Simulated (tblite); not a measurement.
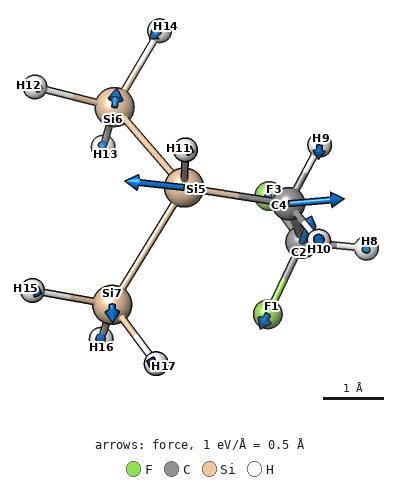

Starting geometry of C2H10F2Si3 with the computed forces as blue arrows. The picture is a ball-and-stick view, seen at a tilt.

Method: tblite, GFN2-xTB geometry optimisation, gas phase. 

Is this structure relaxed? If not, where do the atoms go?

It isn't relaxed: the largest force vector, on Si5, is 2.08 eV/Å. The final displacements have little in common with the starting forces (cosine between the two patterns 0.17). The largest moves after the best rigid fit, 0.53 Å, are those of H12 and H15. Largest moves by element: H 0.53 Å, Si 0.20 Å, C 0.12 Å, F 0.08 Å. Some distances before and after: C4–Si5 1.845 → 1.936 Å, Si5–Si6 2.297 → 2.328 Å, Si6–H14 1.495 → 1.466 Å, F1–C2 1.336 → 1.362 Å. Among the angles between lasting bonds that change: Si6–Si5–Si7 105.0° → 119.1°, C4–Si5–H11 108.1° → 99.0°, C2–C4–Si5 117.5° → 112.2°. After 96 geometry steps the energy has fallen by 0.296 eV. The run took 1.3 s on 1 thread of Arm Neoverse N1, on a shared host.
